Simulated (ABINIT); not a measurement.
# Quasiparticle gap of CdS (Greenockite) in ABINIT

Aim: the G0W0 gap of CdS (Greenockite) on PBE, step by step.

Calculated with ABINIT 10.8.3; PBE and many-body steps on it, plane waves.

**The experiments to reproduce.**

- Gap 2.44 eV: direct optical gap from Tauc plot of (alpha h nu)^2; UV-Vis diffuse reflectance, Tauc plot; powder (hydrothermally grown snowflake-like CdS powder, without cocatalyst) (“Electric double layer-mediated polarization field for optimizing photogenerated carrier dynamics and thermodynamics”, 2023, pmc:10275871).

- Gap 2.5963 ± 0.0002 eV: B gap, Gamma7c-Gamma7v, natural isotopic composition; exciton reflectance; bulk crystal (natural CdS) (quoted in “Isotope dependence of band-gap energy”, 2008, arxiv:0807.2152).

- Gap 2.5809 ± 0.0002 eV: A gap, Gamma7c-Gamma9v, natural isotopic composition; exciton reflectance; bulk crystal (natural CdS) (quoted in “Isotope dependence of band-gap energy”, 2008, arxiv:0807.2152).

### 1. The structure

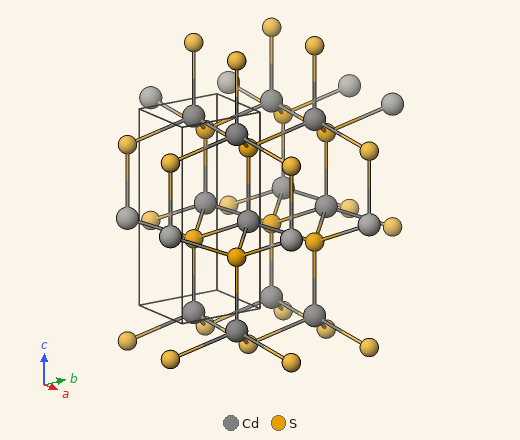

The cell as given, slightly off an axis (cadmium grey, sulfur orange). 2×2×1 cells are drawn. Some periodic images of atoms are drawn too.

The cell and positions come from the Crystallography Open Database and are kept as given unless a step says otherwise.

### 2. Ground state

This step: ABINIT 10.8.3; DFT, PBE, plane waves, norm-conserving pseudopotentials.

The ground-state density comes first.

Input file run.abi:

```
acell 3*1.0 Angstrom
rprim 
  4.137000000025 -0.000000000006 0.000000000000
  -2.068500000008 3.582747095481 0.000000000000
  0.000000000000 0.000000000000 6.714400000000
ntypat 2
znucl 48 16
natom 4
typat 1 1 2 2
xred 
  0.666666666667 0.333333333333 0.000000000000
  0.333333333333 0.666666666667 0.500000000000
  0.666666666667 0.333333333333 0.375000000000
  0.333333333333 0.666666666667 0.875000000000
pp_dirpath "pseudos"
pseudos "Cd.upf, S.upf"
ecut 47
ngkpt 3 3 4
nshiftk 1
shiftk 0 0 0
kptopt 1
chksymbreak 0
nband 32
occopt 1
tolvrs 1e-08
nstep 60
prtwf 0
optforces 0
optstress 0
indata_prefix "in"
outdata_prefix "out"
tmpdata_prefix "tmp"
```

Run with:

```sh
OMP_NUM_THREADS=1 mpirun -n 4 abinit run.abi > log
```

Numbers of over 12 decimals in the logs are rounded to 6 here.

The log of the run:

```text
.Version 10.8.3 of ABINIT. v10.8.2 released Aug 2026.

 Symmetries : space group P6_3 m c (#186); Bravais hP (primitive hexag.)
================================================================================
 Values of the parameters that define the memory need of the present run
     intxc =       0    ionmov =       0      iscf =       7    lmnmax =       6
     lnmax =       6     mgfft =      80  mpssoang =       3    mqgrid =    3916
     natom =       4  nloc_mem =       1    nspden =       1   nspinor =       1
    nsppol =       1      nsym =      12    n1xccc =    2501    ntypat =       2
    occopt =       1   xclevel =       2
-    mband =          32        mffmem =           1         mkmem =           3
       mpw =       10374          nfft =      200000          nkpt =           9
================================================================================
  Rough estimation (10% accuracy) of disk space for files :
================================================================================

--------------------------------------------------------------------------------
------------- Echo of variables that govern the present computation ------------
--------------------------------------------------------------------------------
 -outvars: echo values of preprocessed input variables --------
            acell      1.8897261259E+00  1.8897261259E+00  1.8897261259E+00 Bohr

      chksymbreak           0
             ecut      4.70000000E+01 Hartree
-          fftalg         312

              ixc     -101130
              kpt      0.00000000E+00  0.00000000E+00  0.00000000E+00
                       3.33333333E-01  0.00000000E+00  0.00000000E+00
                       3.33333333E-01  3.33333333E-01  0.00000000E+00
                       0.00000000E+00  0.00000000E+00  2.50000000E-01
                       3.33333333E-01  0.00000000E+00  2.50000000E-01
                       3.33333333E-01  3.33333333E-01  2.50000000E-01
                       0.00000000E+00  0.00000000E+00  5.00000000E-01
                       3.33333333E-01  0.00000000E+00  5.00000000E-01
                       3.33333333E-01  3.33333333E-01  5.00000000E-01
         kptrlatt        3    0    0      0    3    0      0    0    4
          kptrlen      2.34533909E+01
P           mkmem           3
            natom           4
            nband          32
            ngfft          50      50      80
             nkpt           9
            nstep          60
             nsym          12
           ntypat           2
              occ      2.000000  2.000000  2.000000  2.000000  2.000000  2.000000
                       2.000000  2.000000  2.000000  2.000000  2.000000  2.000000
                       2.000000  2.000000  2.000000  2.000000  2.000000  2.000000
                       2.000000  2.000000  2.000000  2.000000  2.000000  2.000000
                       2.000000  2.000000  0.000000  0.000000  0.000000  0.000000
                       0.000000  0.000000
        optforces           0
        optstress           0
            prtwf           0
            rprim      4.1370000000E+00 -6.0000000000E-12  0.0000000000E+00
                      -2.0685000000E+00  3.5827470955E+00  0.0000000000E+00
                       0.0000000000E+00  0.0000000000E+00  6.7144000000E+00
          spgroup         186

           tolvrs      1.00000000E-08

             xred      6.6666666667E-01  3.3333333333E-01  0.0000000000E+00
[...]
znucl       48.00000   16.00000

================================================================================

 chkinp: Checking input parameters for consistency.

================================================================================
== DATASET  1 ==================================================================
-   mpi_nproc: 4, omp_nthreads: 1 (-1 if OMP is not activated)

--- !DatasetInfo
iteration_state: {dtset: 1, }
dimensions: {natom: 4, nkpt: 9, mband: 32, nsppol: 1, nspinor: 1, nspden: 1, mpw: 10374, }
cutoff_energies: {ecut:  47.0, pawecutdg:  -1.0, }
electrons: {nelect:   5.20000000E+01, charge:   0.00000000E+00, occopt:   1.00000000E+00, tsmear:   1.00000000E-02, }

 Real(R)+Recip(G) space primitive vectors, cartesian coordinates (Bohr,Bohr^-1):
 R(1)=  7.8177970  0.0000000  0.0000000  G(1)=  0.1279133  0.0738508  0.0000000
 R(2)= -3.9088985  6.7704108  0.0000000  G(2)=  0.0000000  0.1477015  0.0000000
 R(3)=  0.0000000  0.0000000 12.6883771  G(3)=  0.0000000  0.0000000  0.0788123
 Unit cell volume ucvol=  6.7159196E+02 bohr^3
 Angles (23,13,12)=  9.00000000E+01  9.00000000E+01  1.20000000E+02 degrees

 getcut: wavevector=  0.0000  0.0000  0.0000  ngfft=  50  50  80
         ecut(hartree)=     47.000   => boxcut(ratio)=   2.04301

--- Pseudopotential description ------------------------------------------------
- Cd Generated using ONCVPSP code by D. R. Hamann
- 48.00000  20.00000  171031                  znucl, zion, pspdat
12 -101130 2 -1 1368                          pspcod,pspxc,lmax,lloc,mmax
     nproj     2     2     2
  pspatm : epsatm=   23.16453630
         --- l  ekb(1:nproj) -->
[...]
pspatm: atomic psp has been read  and splines computed

- S Generated using ONCVPSP code by D. R. Hamann
- 16.00000   6.00000  171031                  znucl, zion, pspdat
12 -101130 2 -1 1146                          pspcod,pspxc,lmax,lloc,mmax
     nproj     2     2     2
  pspatm : epsatm=    9.01821529
         --- l  ekb(1:nproj) -->
[...]
pspatm: atomic psp has been read  and splines computed

   3.34700617E+03                                ecore*ucvol(ha*bohr**3)
--------------------------------------------------------------------------------

_setup2: Arith. and geom. avg. npw (full set) are   10335.861   10335.834

================================================================================

--- !BeginCycle
iteration_state: {dtset: 1, }
solver: {iscf: 7, nstep: 60, nline: 4, wfoptalg: 0, }
tolerances: {tolvrs: 1.00E-08, }

     iter   Etot(hartree)      deltaE(h)  residm     vres2
 ETOT  1  -367.19799258597    -3.672E+02 1.953E+00 1.409E+04
 ETOT  2  -369.80851661036    -2.611E+00 6.762E-02 2.293E+04
 ETOT  3  -372.46323085201    -2.655E+00 1.941E-02 3.045E+03
 ETOT  4  -372.70050882150    -2.373E-01 3.199E-02 1.102E+03
 ETOT  5  -372.81012524264    -1.096E-01 4.070E-02 1.635E+02
 ETOT  6  -372.82991111300    -1.979E-02 6.591E-03 4.015E-01
 ETOT  7  -372.82960327128     3.078E-04 1.171E-03 3.381E+00
 ETOT  8  -372.83003215256    -4.289E-04 1.643E-03 4.482E-02
 ETOT  9  -372.83003457667    -2.424E-06 4.348E-04 2.807E-02
 ETOT 10  -372.83003832962    -3.753E-06 3.601E-04 3.297E-05
 ETOT 11  -372.83003833813    -8.503E-09 1.437E-04 5.941E-07
 ETOT 12  -372.83003833825    -1.235E-10 9.242E-05 4.755E-08
 ETOT 13  -372.83003833825     2.444E-12 5.838E-05 3.505E-09

 At SCF step   13       vres2   =  3.51E-09 < tolvrs=  1.00E-08 =>converged.

--- !ResultsGS
iteration_state: {dtset: 1, }
comment   : Summary of ground state results
lattice_vectors:
- [  7.8177970,  -0.0000000,   0.0000000, ]
- [ -3.9088985,   6.7704108,   0.0000000, ]
- [  0.0000000,   0.0000000,  12.6883771, ]
lattice_lengths: [   7.81780,    7.81780,   12.68838, ]
lattice_angles: [ 90.000,  90.000, 120.000, ] # degrees, (23, 13, 12)
lattice_volume:   6.7159196E+02
convergence: {deltae:  2.444E-12, res2:  3.505E-09, residm:  5.838E-05, diffor:  0.000E+00, }
etotal    :  -3.72830038E+02
entropy   :   0.00000000E+00
fermie    :   1.60565230E-01
cartesian_stress_tensor: null
pressure_GPa: null
xred      :
- [  6.6667E-01,   3.3333E-01,   0.0000E+00, Cd]
- [  3.3333E-01,   6.6667E-01,   5.0000E-01, Cd]
- [  6.6667E-01,   3.3333E-01,   3.7500E-01,  S]
- [  3.3333E-01,   6.6667E-01,   8.7500E-01,  S]
cartesian_forces: null
force_length_stats: {min: null, max: null, mean: null, }

 Integrated electronic density in atomic spheres:
 ------------------------------------------------
 Atom  Sphere_radius  Integrated_density
[...]
4        2.00000          3.92166339
================================================================================

 ----iterations are completed or convergence reached----

 Mean square residual over all n,k,spin=   63.677E-08; max=  58.384E-06
 reduced coordinates (array xred) for    4 atoms
       0.666666666667      0.333333333333      0.000000000000
       0.333333333333      0.666666666667      0.500000000000
       0.666666666667      0.333333333333      0.375000000000
       0.333333333333      0.666666666667      0.875000000000
 rms dE/dt=  0.0000E+00; max dE/dt=  0.0000E+00; dE/dt below (all hartree)
    1       0.000000000000      0.000000000000      0.000000000000
    2       0.000000000000      0.000000000000      0.000000000000
    3       0.000000000000      0.000000000000      0.000000000000
    4       0.000000000000      0.000000000000      0.000000000000

 cartesian coordinates (angstrom) at end:
    1      2.068500     1.194249     0.000000
    2      3e-12     2.388498     3.357200
    3      2.068500     1.194249     2.517900
    4      3e-12     2.388498     5.875100
 length scales=  1.889726125908  1.889726125908  1.889726125908 bohr
              =  1.000000000000  1.000000000000  1.000000000000 angstroms
 prteigrs : about to open file out_EIG
 Fermi (or HOMO) energy (hartree) =   0.16057   Average Vxc (hartree)=  -0.34259
 Eigenvalues (hartree) for nkpt=   9  k points:
 kpt#   1, nband= 32, wtk=  0.02778, kpt=  0.0000  0.0000  0.0000 (reduced coord)
  -3.56532   -3.56532   -2.13456   -2.13454   -2.13443   -2.13443   -2.13443   -2.13443
  -0.29322   -0.27715   -0.12388   -0.12293   -0.12293   -0.11972   -0.11972   -0.10812
  -0.10812   -0.10475   -0.10475   -0.09209   -0.00119    0.13221    0.13221    0.15866
   0.16057    0.16057    0.20460    0.26256    0.39705    0.39705    0.40922    0.43793
 prteigrs : prtvol=0 or 1, do not print more k-points.

--- !EnergyTerms
iteration_state     : {dtset: 1, }
comment             : Components of total free energy in Hartree
kinetic             :  1.30825456378430E+02
hartree             :  1.30688402895779E+02
xc                  : -5.48549440985495E+01
Ewald energy        : -1.98435159911346E+02
psp_core            :  4.98369007657193E+00
local_psp           : -3.97528008351087E+02
non_local_psp       :  1.14905246719556E+01
total_energy        : -3.72830038338246E+02
total_energy_eV     : -1.01452221773259E+04
band_energy         : -4.21538920733612E+01

== END DATASET(S) ==============================================================
================================================================================

 -outvars: echo values of variables after computation  --------
           etotal     -3.7283003834E+02
            nband          32
             nkpt           9
          spgroup         186
 [... the other variables as echoed above ...]

 Calculation completed.
```

Wall time 51 s (4 MPI ranks of Intel Xeon Platinum 8488C (Sapphire Rapids), shared host); peak memory 0.56 GiB.

Numbers from this step:

* total energy: -10145.2222 eV
* gap: 1.198 eV
* k of the valence top: 0, 0, 0
* k of the conduction bottom: 0, 0, 0
* least direct gap: 1.198 eV

The gap is direct, at Γ.

[end of part 1 of 3]

[Paths, hosts, dates, memory and timing lines, banners, echoed tables and standing remarks are left out of the program output.]

[Logs are printed without paths, hosts, clocks, repeated set-up lines and the standing remarks that a program may print on its own settings, such as how far it seeks lower states.]

[Runs of the session that timed out or met a known fault of the program may be left out.]

[Hosts, paths, dates, database ids (printed as entryN), source tags and the programs' standing remarks are cut or masked in the printed files.]

[G0W0 gaps are taken among the corrected bands and points alone; a level outside them can change the order at an edge.]

[Where Ansatz stands beside ABINIT at settings called matched, ABINIT's density can come from a denser mesh and the files from another edition; pairs whose starting gaps differed by over 0.03 eV were left out, so agreement reads better than it is.]
